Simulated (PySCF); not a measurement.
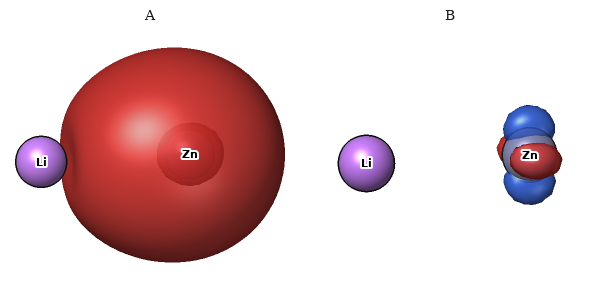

*LiZn (doublet). Two frontier β-spin orbitals, each drawn at the value that holds 80 % of its norm (blue and red are the two phases), in no order; of a degenerate pair one member is drawn.*

Theory: PBE0/6-31G(d,p), non-relativistic, at a bond length of 2.578 Å in PySCF 2.14.0.

**Label each orbital by symmetry, say whether it is occupied, and order them by energy.**

Orbital B: δ, occupied in this spin, −11.61 eV; almost wholly on Zn.
Orbital A: σ, occupied in this spin, −6.71 eV; mainly on Zn (85 %).
